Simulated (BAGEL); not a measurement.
# A workflow on Si2H6 (SMILES [SiH3][SiH3])

Wanted: a single-point energy (HF/cc-pVDZ), then the energy (NEVPT2(2,2)/cc-pVDZ), then a single-point energy (CASPT2(2,2)/cc-pVDZ) of Si2H6. 

Program for the calculation: BAGEL 1.2.2.

## Step 1: Starting point

Si2H6: 8 atoms, total charge 0, spin state singlet. SMILES: `[SiH3][SiH3]`. The Si1–Si2 distance was set to 5.379 Å, away from the relaxed value. At this shape a bond of the SMILES string is far longer than usual.

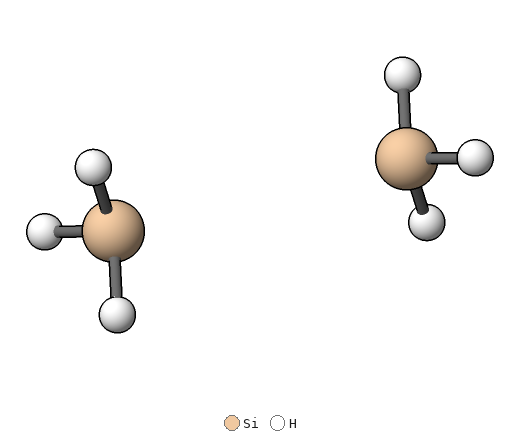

Viewed from a chosen angle; silicon light orange, hydrogen white.

## Step 2: The energy at HF/cc-pVDZ (density fitting with svp-jkfit) (run 1)

Contents of calc.json:

```json
{ "bagel": [

{
  "title": "molecule",
  "basis": "cc-pvdz.json",
  "df_basis": "svp-jkfit",
  "geometry": [
    { "atom": "Si", "xyz": [ -2.37293476,  3.36972939, -6.80221658 ] },
    { "atom": "Si", "xyz": [  0.68691545, -0.95317786,  1.87271859 ] },
    { "atom": "H", "xyz": [ -0.15364040,  4.23522395, -8.29510022 ] },
    { "atom": "H", "xyz": [ -3.83255922,  1.52894717, -8.34612283 ] },
    { "atom": "H", "xyz": [ -4.01227218,  5.58807889, -6.25986519 ] },
    { "atom": "H", "xyz": [  2.15239806,  0.88552566,  3.41341230 ] },
    { "atom": "H", "xyz": [  2.32077265, -3.17568475,  1.33036719 ] },
    { "atom": "H", "xyz": [ -1.53256789, -1.81262530,  3.36862579 ] }
  ]
},
{
  "title": "hf"
},
{
  "title": "print",
  "file": "orbitals.molden",
  "orbitals": true
}

]}
```

The basis set cc-pVDZ is read from a file made from the Basis Set Exchange's data (not shown).

Launch:

```bash
$ BAGEL_NUM_THREADS=1 BAGEL calc.json > calc.out
```

The program printed:

```text
* using 1 threads per process

  ===============================================================
  ===============================================================

  *** Geometry ***

  { "atom" : "Si", "xyz" : [     -2.372935,      3.369729,     -6.802217 ] },
  { "atom" : "Si", "xyz" : [      0.686915,     -0.953178,      1.872719 ] },
  { "atom" : "H", "xyz" : [     -0.153640,      4.235224,     -8.295100 ] },
  { "atom" : "H", "xyz" : [     -3.832559,      1.528947,     -8.346123 ] },
  { "atom" : "H", "xyz" : [     -4.012272,      5.588079,     -6.259865 ] },
  { "atom" : "H", "xyz" : [      2.152398,      0.885526,      3.413412 ] },
  { "atom" : "H", "xyz" : [      2.320773,     -3.175685,      1.330367 ] },
  { "atom" : "H", "xyz" : [     -1.532568,     -1.812625,      3.368626 ] },

  Number of auxiliary basis functions:      364

  Since a DF basis is specified, we compute 2- and 3-index integrals:
    o Being stored without compression. Storage requirement is 0.013 GB

  Number of basis functions:       66
  Number of electrons      :       34

    * METHOD: MOLECULE                             0.11

  *** RHF ***

  === Nuclear Repulsion ===
    58.5283094757

      * DIIS with orbital gradients will be used.

  === RHF iteration (cc-pvdz.json) ===
      0       -581.08214114          0.00780759           0.03
      1       -581.13065119          0.00239806           0.03
      2       -581.13486153          0.00037226           0.03
      3       -581.13499215          0.00005330           0.03
      4       -581.13499483          0.00000776           0.03
      5       -581.13499487          0.00000551           0.03
      6       -581.13499489          0.00000135           0.03
      7       -581.13499489          0.00000017           0.03
      8       -581.13499489          0.00000004           0.03
      9       -581.13499489          0.00000001           0.03
    * SCF iteration converged.

    * Permanent dipole moment:
           (    0.000044,    -0.000051,    -0.000080) a.u.

    * METHOD: HF                                   0.38

    * METHOD: PRINT                                0.01

  ===============================================================
```

It took 0.66 s on 1 thread of Arm Neoverse V2, shared host.

## Step 3: A single-point energy at NEVPT2(2,2)/cc-pVDZ (density fitting with svp-jkfit) (run 2)

Contents of calc.json:

```json
{ "bagel" : [

{
  "title" : "molecule",
  "basis" : "cc-pvdz.json",
  "df_basis" : "svp-jkfit",
  "geometry" : [
    { "atom" : "Si", "xyz" : [ -2.37293476,  3.36972939, -6.80221658 ] },
    { "atom" : "Si", "xyz" : [  0.68691545, -0.95317786,  1.87271859 ] },
    { "atom" : "H", "xyz" : [ -0.15364040,  4.23522395, -8.29510022 ] },
    { "atom" : "H", "xyz" : [ -3.83255922,  1.52894717, -8.34612283 ] },
    { "atom" : "H", "xyz" : [ -4.01227218,  5.58807889, -6.25986519 ] },
    { "atom" : "H", "xyz" : [  2.15239806,  0.88552566,  3.41341230 ] },
    { "atom" : "H", "xyz" : [  2.32077265, -3.17568475,  1.33036719 ] },
    { "atom" : "H", "xyz" : [ -1.53256789, -1.81262530,  3.36862579 ] }
  ]
},
{ "title" : "hf" },
{ "title" : "casscf", "nstate" : 1, "nact" : 2, "nclosed" : 16, "active" : [17, 18], "maxiter" : 200, "natocc" : "true" },
{ "title" : "nevpt2", "nstate" : 1, "nact" : 2, "nclosed" : 16, "active" : [17, 18], "maxiter" : 200, "natocc" : "true", "ncore" : 10 },
{ "title" : "print", "file" : "orbitals.molden", "orbitals" : "true" }

]}
```

The basis set cc-pVDZ is read from a file made from the Basis Set Exchange's data (not shown).

Launch:

```bash
$ BAGEL_NUM_THREADS=1 BAGEL calc.json > calc.out
```

The program printed:

```text
* using 1 threads per process

  ===============================================================
  ===============================================================

  *** Geometry ***

  { "atom" : "Si", "xyz" : [     -2.372935,      3.369729,     -6.802217 ] },
  { "atom" : "Si", "xyz" : [      0.686915,     -0.953178,      1.872719 ] },
  { "atom" : "H", "xyz" : [     -0.153640,      4.235224,     -8.295100 ] },
[... 4 lines of this table left out ...]
  { "atom" : "H", "xyz" : [     -1.532568,     -1.812625,      3.368626 ] },

  Number of auxiliary basis functions:      364

  Since a DF basis is specified, we compute 2- and 3-index integrals:
    o Being stored without compression. Storage requirement is 0.013 GB

[... 18 lines left out ...]
    * SCF iteration converged.
[... 1 line left out ...]
    * Permanent dipole moment:
[... 27 lines left out ...]
    * Second-order optimization converged. *
[... 1 line left out ...]
     guess   0:   closed 1.                   open ..

  === FCI iteration ===

      0  0      -581.12191171     7.19e-02      0.00
      1  0      -581.24707408     3.19e-07      0.00
      2  0 *    -581.24707408     4.23e-16      0.00

     * ci vector, state   0, <S^2> = 0.0000
       2.     0.7541589244
       .2    -0.6566919496

    * METHOD: CASSCF                               0.96

    * freezing 10 orbitals

  === DF-NEVPT2 calculation ===

    * 3-index integral transformation done
    * assembly done

      NEVPT2 correlation energy:   -0.1902533093      0.05

          (+0)     -0.1477335722
          (+0)'    -0.0054659036
          (+1)     -0.0074215706
          (+1)'    -0.0000000000
          (+2)     -0.0000157961
          (-1)     -0.0295585893
          (-1)'     0.0000000000
          (-2)     -0.0000578773

      NEVPT2 total energy:       -581.4373273930

    * METHOD: NEVPT2                               0.11

    * METHOD: PRINT                                0.01

  ===============================================================
```

It took 1.7 s on 1 thread of Arm Neoverse V2, shared host.

## Step 4: The energy at CASPT2(2,2)/cc-pVDZ (density fitting with svp-jkfit) (run 3)

Contents of input.json:

```json
{ "bagel" : [

{
  "title" : "molecule",
  "basis" : "cc-pvdz.json",
  "df_basis" : "svp-jkfit",
  "geometry" : [
    { "atom" : "Si", "xyz" : [    -2.37293476,     3.36972939,    -6.80221658 ] },
    { "atom" : "Si", "xyz" : [     0.68691545,    -0.95317786,     1.87271859 ] },
    { "atom" : "H", "xyz" : [    -0.15364040,     4.23522395,    -8.29510022 ] },
    { "atom" : "H", "xyz" : [    -3.83255922,     1.52894717,    -8.34612283 ] },
    { "atom" : "H", "xyz" : [    -4.01227218,     5.58807889,    -6.25986519 ] },
    { "atom" : "H", "xyz" : [     2.15239806,     0.88552566,     3.41341230 ] },
    { "atom" : "H", "xyz" : [     2.32077265,    -3.17568475,     1.33036719 ] },
    { "atom" : "H", "xyz" : [    -1.53256789,    -1.81262530,     3.36862579 ] }
  ]
},

{ "title" : "hf" },

{ "title" : "casscf", "nstate" : 1, "nact" : 2, "nclosed" : 16, "active" : [17, 18], "maxiter" : 200, "natocc" : true },

{ "title" : "print", "file" : "orbitals.molden", "orbitals" : true },

{ "title" : "smith", "method" : "caspt2", "ms" : true, "xms" : true, "sssr" : true, "shift" : 0.2, "shift_imag" : true, "ncore" : 10 }

]}
```

The basis set cc-pVDZ is read from a file made from the Basis Set Exchange's data (not shown).

Launch:

```bash
$ BAGEL_NUM_THREADS=1 BAGEL input.json > input.out
```

The program printed:

```text
* using 1 threads per process

  ===============================================================
  ===============================================================

  *** Geometry ***

  { "atom" : "Si", "xyz" : [     -2.372935,      3.369729,     -6.802217 ] },
  { "atom" : "Si", "xyz" : [      0.686915,     -0.953178,      1.872719 ] },
  { "atom" : "H", "xyz" : [     -0.153640,      4.235224,     -8.295100 ] },
[... 4 lines of this table left out ...]
  { "atom" : "H", "xyz" : [     -1.532568,     -1.812625,      3.368626 ] },

  Number of auxiliary basis functions:      364

  Since a DF basis is specified, we compute 2- and 3-index integrals:
    o Being stored without compression. Storage requirement is 0.013 GB

[... 18 lines left out ...]
    * SCF iteration converged.
[... 1 line left out ...]
    * Permanent dipole moment:
[... 27 lines left out ...]
    * Second-order optimization converged. *
[... 9 lines left out ...]
     * ci vector, state   0, <S^2> = 0.0000
[... 16 lines left out ...]
    * Zeroth order energy : state  0       -0.2938665475
[... 4 lines left out ...]
       #      aibj      arbs      arbi      airj      risj      airs      arst      rist         Etot      error   time
[... 2 lines left out ...]
       0  -0.14670  -0.00008  -0.03279  -0.00828  -0.00002  -0.00531  -0.00000  -0.00000   -0.1931956  0.0004796   0.02
       1  -0.14671  -0.00009  -0.03280  -0.00829  -0.00002  -0.00536  -0.00000  -0.00000   -0.1932712  0.0000543   0.02
       2  -0.14671  -0.00009  -0.03280  -0.00829  -0.00002  -0.00536  -0.00000  -0.00000   -0.1932722  0.0000048   0.02
       3  -0.14671  -0.00009  -0.03280  -0.00829  -0.00002  -0.00536  -0.00000  -0.00000   -0.1932722  0.0000003   0.02

      ------------------------------------------------------------------------------------------------------------------

    * CASPT2 energy : state  0     -581.4423118559
        w/o shift correction       -581.4403462451
        reference weight              0.9172783396

    * METHOD: SMITH                                0.16

  ===============================================================
```

It took 1.8 s on 1 thread of Arm Neoverse V2, shared host.

## Step 5: Results

| quantity | value |
| --- | --- |
| run 1, HF/cc-pVDZ: total energy | -581.13499 Eh |
| run 1, HF/cc-pVDZ: dipole moment | 0.00 D |
| run 1, HF/cc-pVDZ: HOMO energy | -6.05 eV |
| run 1, HF/cc-pVDZ: LUMO energy | -2.13 eV |
| run 1, HF/cc-pVDZ: HOMO–LUMO gap | 3.92 eV |
| run 2, NEVPT2(2,2)/cc-pVDZ: total energy | -581.43733 Eh |
| run 3, CASPT2(2,2)/cc-pVDZ: total energy | -581.44231 Eh |

One bond (run 1, HF/cc-pVDZ) is far stretched, which a spin-restricted single reference describes badly; a broken-symmetry solution may lie lower.
